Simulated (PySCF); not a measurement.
# Si2NH7 (SMILES [SiH3]N[SiH3]): a chain of runs

We compute a series of 10 runs (PBE0-D4/def2-TZVP, MP2/def2-TZVPP, RI-MP2/def2-QZVPP, PBE-D4/def2-TZVPP, r2SCAN-D4/def2-TZVPP, B3LYP-D4/def2-TZVPP, PBE0-D4/def2-TZVPP, wB97M-V/def2-TZVPP, and more) of Si2NH7. The job is set up through a Python script.

Program for the calculation: PySCF 2.14.0.

1 further run of the same task is left out (for a faulty analytic Hessian).

## 1. Starting point

The species is Si2NH7 (10 atoms), meant as a singlet with charge 0. As SMILES, `[SiH3]N[SiH3]`. All atoms were displaced at random from a relaxed shape. The run starts from this shape.

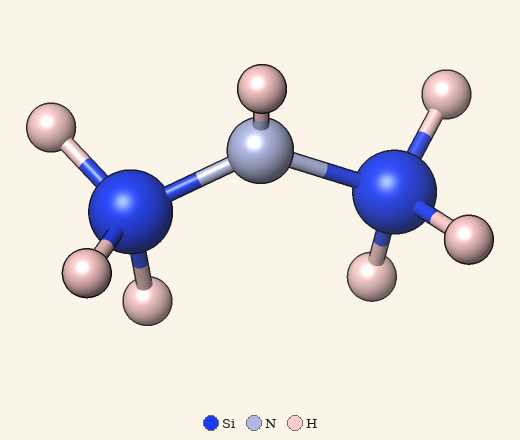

The structure, seen from a chosen angle (silicon blue, nitrogen light blue, hydrogen pink).

## 2. A geometry optimisation at PBE0-D4/def2-TZVP (density fitting with def2-universal-jkfit) (run 1)

Input file input.xyz:

```xyz
10
H7NSi2
Si    -1.068322     0.776813    -0.906796
N      0.153933     0.523097     0.407213
Si     1.041946    -0.914732     0.797587
H     -1.366090    -0.531175    -1.448335
H     -0.538249     1.653364    -1.990977
H     -2.228806     1.393761    -0.314839
H      0.373520     1.294353     0.919041
H      0.442301    -2.029392    -0.069360
H      0.885499    -1.210952     2.209579
H      2.476434    -0.873576     0.435516
```

Input file calc.py:

```python
from pyscf import gto, dft
from pyscf.geomopt.geometric_solver import kernel as optimise

molecule = gto.M(
    atom='input.xyz',
    basis='def2-tzvp',
    verbose=3,
    spin=0,
    max_memory=1860,
    charge=0,
)

mf = dft.RKS(molecule, xc='pbe0')
mf = mf.density_fit(auxbasis='def2-universal-jkfit')
mf.conv_tol = 1e-09
mf.grids.level = 4
mf.disp = 'd4'
mf.max_cycle = 100
converged, mol_eq = optimise(mf, maxsteps=100)
print('converged:', converged)
print(mol_eq.tostring())

mf.reset(mol_eq)
molecule = mol_eq
mf.kernel()
etot = mf.e_tot
print('E = %.10f Eh' % etot)
```

Run with:

```
OMP_NUM_THREADS=1 python calc.py
```

Log:

```text
maxiter                   100
[... 51 lines left out ...]
> Convergence Criteria:
[... 17 lines left out ...]
WARN: Mole.unit (angstrom) is changed to Bohr
[... 11 lines left out ...]
Step    0 : Gradient = 3.857e-02/8.089e-02 (rms/max) Energy = -637.7002784569
[... 31 lines left out ...]
converged SCF energy = -637.709760746208
[... 41 lines left out ...]
converged SCF energy = -637.709874002222
[... 32 lines left out ...]
Converged! =D
[... 1 line left out ...]
converged: True
Si         -1.02417809        0.76903629       -0.87510772
N           0.13465681        0.50680907        0.37637281
Si          1.01351365       -0.92866097        0.75667554
[... 6 lines of this table left out ...]
H           2.46187016       -0.81815445        0.42578665
converged SCF energy = -637.709874640305
E = -637.7098746403 Eh
```

It took 3.1 min on 1 thread of Intel Xeon at 2.70GHz, shared host; peak memory 1.3 GiB.

Steps, from the record of the run:

| step | energy from the first frame kept (eV) | largest force (eV/Å) |
| --- | --- | --- |
| 0 | 0.0000 | 4.1593 |
| 1 | -0.2483 | 0.4755 |
| 2 | -0.2580 | 0.1981 |
| 3 | -0.2610 | 0.0687 |
| 4 | -0.2611 | 0.0214 |
| 5 | -0.2611 | 0.0046 |

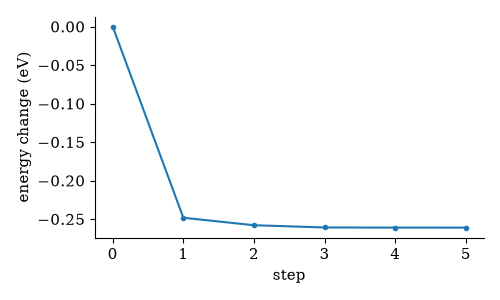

Energy along the run.

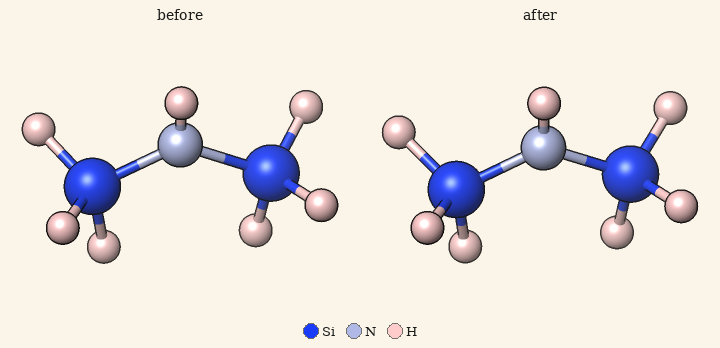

Before and after, at one scale.

After the run. Bond lengths: Si1–N2 1.726 Å, N2–Si3 1.726 Å, Si1–H4 1.484 Å, Si1–H5 1.490 Å, Si1–H6 1.488 Å, N2–H7 1.011 Å, Si3–H8 1.484 Å, Si3–H9 1.488 Å, Si3–H10 1.490 Å. Some angles: Si1–N2–Si3 128.9°, Si1–N2–H7 115.4°, Si3–N2–H7 115.5°, N2–Si1–H4 107.4°, N2–Si1–H5 112.7°, N2–Si1–H6 110.8°, N2–Si3–H8 107.4°, N2–Si3–H9 110.9°, N2–Si3–H10 112.6°, H4–Si1–H5 108.9°.

## 3. The energy at MP2/def2-TZVPP (run 3)

Input file run.py:

```python
from pyscf import gto, scf, mp

molecule = gto.M(
    atom=[
    ('Si', (-1.024178, 0.769036, -0.875108)),
    ('N', (0.134657, 0.506809, 0.376373)),
    ('Si', (1.013514, -0.928661, 0.756676)),
    ('H', (-1.367387, -0.556075, -1.447429)),
    ('H', (-0.505688, 1.645031, -1.962946)),
    ('H', (-2.248840, 1.419322, -0.334202)),
    ('H', (0.372149, 1.321428, 0.925818)),
    ('H', (0.421081, -2.033705, -0.036616)),
    ('H', (0.917834, -1.240695, 2.208848)),
    ('H', (2.461870, -0.818154, 0.425787)),
],
    spin=0,
    max_memory=1860,
    charge=0,
    basis='def2-tzvpp',
    verbose=3,
)

mf = scf.RHF(molecule)
mf.conv_tol = 1e-10
mf.kernel()
if not mf.converged:
    mf = mf.newton().run(mf.mo_coeff, mf.mo_occ)

pt = mp.MP2(mf, frozen=11).run()
e_final = pt.e_tot
print('E(%s) = %.9f' % ('MP2', e_final))
```

Run with:

```
OMP_NUM_THREADS=1 python run.py
```

Log:

```text
converged SCF energy = -636.483076381127
E(RMP2) = -636.954798364815  E_corr = -0.471721983687963
E(SCS-RMP2) = -636.973515238097  E_corr = -0.49043885697012
E(MP2) = -636.954798365
```

It took 2.1 min on 1 thread of Intel Xeon at 2.70GHz, shared host; peak memory 1.8 GiB.

## 4. A single-point energy at RI-MP2/def2-QZVPP (density fitting with def2-universal-jkfit) (run 4)

Input file job.py:

```python
from pyscf import gto, mp

system = gto.M(
    atom=[
    ('Si', (-1.024178, 0.769036, -0.875108)),
    ('N', (0.134657, 0.506809, 0.376373)),
    ('Si', (1.013514, -0.928661, 0.756676)),
    ('H', (-1.367387, -0.556075, -1.447429)),
    ('H', (-0.505688, 1.645031, -1.962946)),
    ('H', (-2.248840, 1.419322, -0.334202)),
    ('H', (0.372149, 1.321428, 0.925818)),
    ('H', (0.421081, -2.033705, -0.036616)),
    ('H', (0.917834, -1.240695, 2.208848)),
    ('H', (2.461870, -0.818154, 0.425787)),
],
    max_memory=1860,
    verbose=3,
    basis='def2-qzvpp',
)

mf = system.RHF()
mf = mf.density_fit(auxbasis='def2-universal-jkfit')
mf.conv_tol = 1e-10
mf.kernel()
if not mf.converged:
    mf = mf.newton().run(mf.mo_coeff, mf.mo_occ)

pt = mp.MP2(mf, frozen=11).density_fit().run()
e_final = pt.e_tot
print('E(%s) = %.9f' % ('RI-MP2', e_final))
```

Run with:

```
OMP_NUM_THREADS=1 python job.py
```

Log:

```text
converged SCF energy = -636.504763549901
E(DFRMP2) = -637.005201006345  E_corr = -0.500437456443785
E(SCS-DFRMP2) = -637.024515932936  E_corr = -0.51975238303495
E(RI-MP2) = -637.005201006
```

Run time: 12 s. Hardware: 1 thread of Intel Xeon at 2.70GHz, shared host; peak memory 1 GiB.

Runs 5 to 10 aren't shown in full; the table further down has their settings and results.

## 5. A single-point energy at HF/STO-3G (run 11)

Input file calc.py:

```python
# [SiH3]N[SiH3]
from pyscf import gto

mol = gto.M(
    atom=[
    ('Si', (-1.024178, 0.769036, -0.875108)),
    ('N', (0.134657, 0.506809, 0.376373)),
    ('Si', (1.013514, -0.928661, 0.756676)),
    ('H', (-1.367387, -0.556075, -1.447429)),
    ('H', (-0.505688, 1.645031, -1.962946)),
    ('H', (-2.248840, 1.419322, -0.334202)),
    ('H', (0.372149, 1.321428, 0.925818)),
    ('H', (0.421081, -2.033705, -0.036616)),
    ('H', (0.917834, -1.240695, 2.208848)),
    ('H', (2.461870, -0.818154, 0.425787)),
],
    charge=0,
    basis='sto-3g',
    max_memory=1860,
    verbose=3,
)

mf = mol.RHF()
mf.conv_tol = 1e-10
mf.kernel()
if not mf.converged:
    mf = mf.newton().run(mf.mo_coeff, mf.mo_occ)

e_final = mf.e_tot
print(f'total energy: {e_final:.8f} hartree')
```

Run with:

```
OMP_NUM_THREADS=1 python calc.py
```

Log:

```text
converged SCF energy = -629.044100408767
total energy: -629.04410041 hartree
```

Wall time 1.1 s (1 thread of Intel Xeon at 2.70GHz, shared host); peak memory 0.12 GiB.

## 6. Overview of the runs

```
run                                                             level      task  integral approximation  energy (Eh)  dipole moment (D) of the reference  HOMO energy (eV)  LUMO energy (eV)  wall time
  1     PBE0-D4/def2-TZVP (density fitting with def2-universal-jkfit)  optimise    def2-universal-jkfit  -637.709875                                0.95             -7.52             -0.06    3.1 min
  3                                                    MP2/def2-TZVPP    energy                    none  -636.954798                                0.95            -10.80              2.81    2.1 min
  4     RI-MP2/def2-QZVPP (density fitting with def2-universal-jkfit)    energy    def2-universal-jkfit  -637.005201                                0.92            -10.80              2.28       12 s
  5     PBE-D4/def2-TZVPP (density fitting with def2-universal-jkfit)    energy    def2-universal-jkfit  -637.642322                                0.92             -6.19             -0.92       43 s
  6  r2SCAN-D4/def2-TZVPP (density fitting with def2-universal-jkfit)    energy    def2-universal-jkfit  -637.936223                                0.94             -6.49             -0.47       77 s
  7   B3LYP-D4/def2-TZVPP (density fitting with def2-universal-jkfit)    energy    def2-universal-jkfit  -638.088083                                0.91             -7.30             -0.29       35 s
  8    PBE0-D4/def2-TZVPP (density fitting with def2-universal-jkfit)    energy    def2-universal-jkfit  -637.711892                                0.92             -7.52             -0.08       37 s
  9    wB97M-V/def2-TZVPP (density fitting with def2-universal-jkfit)    energy    def2-universal-jkfit  -637.941621                                0.94             -9.81              1.51    2.5 min
 10                                                 B2PLYP/def2-TZVPP    energy                    none  -637.734043                                0.92             -8.73              1.01    2.7 min
 11                                                         HF/STO-3G    energy                    none  -629.044100                                0.41             -7.55             12.35      1.1 s
```

## 7. What came out

| quantity | value |
| --- | --- |
| run 11, HF/STO-3G: total energy | -629.04410 Eh |
| run 11, HF/STO-3G: dipole moment | 0.41 D |
| run 11, HF/STO-3G: HOMO energy | -7.55 eV |
| run 11, HF/STO-3G: LUMO energy | 12.35 eV |
| run 11, HF/STO-3G: HOMO–LUMO gap | 19.89 eV |

In words: Over runs 5, 6, 7, 8, 9, 10, 11 the dipole moment (its size) runs from 0.41 D (HF/STO-3G) to 0.94 D (r2SCAN-D4/def2-TZVPP). The two ends differ in method and basis. Over runs 5, 6, 7, 8, 9, 10, 11 the HOMO–LUMO gap runs from 5.28 eV (PBE-D4/def2-TZVPP) to 19.89 eV (HF/STO-3G). Totals of different functionals can't be ranked against each other. In run 11 the basis is minimal, so the values are rough. All runs together took 14 min, the longest 3.1 min.
